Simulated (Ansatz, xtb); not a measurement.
C2H7BN2 (SMILES NB1CNC1): methods side by side

The species is C2H7BN2 (12 atoms), meant as a singlet with charge 0. SMILES: `NB1CNC1`. The shape is that of a PBE0-D4/def2-TZVP optimisation.

Quantity: the vertical energy of the triplet above the singlet, in eV. The values are calculated.

```
        level                   kind  program  value (eV)
     GFN0-xTB         semi-empirical      xtb        5.91
     GFN1-xTB         semi-empirical      xtb        6.01
   HF/cc-pVDZ           Hartree–Fock   Ansatz        5.56
SVWN5/cc-pVDZ                    LDA   Ansatz        4.99
  PBE/cc-pVDZ                    GGA   Ansatz        4.96
  MP2/cc-pVDZ    perturbation theory   Ansatz        6.04
 CCSD/cc-pVDZ  coupled cluster or CI   Ansatz        5.82
```

The values span 4.96 to 6.04 eV. GFN0-xTB, GFN1-xTB: no spin polarisation, so open shells miss the exchange term that lowers them. A triplet this far above the singlet is often a Rydberg-like or dissociative state; sets without diffuse functions put Rydberg states too high.

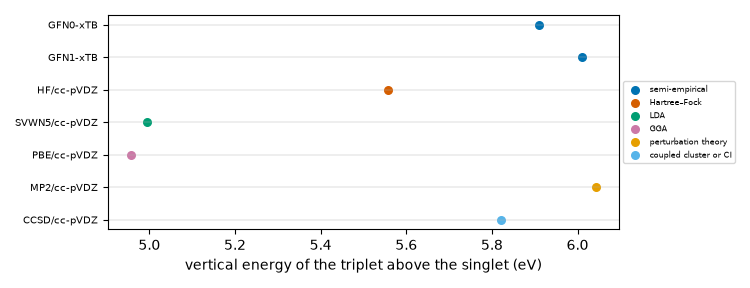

The values of the table, level by level.
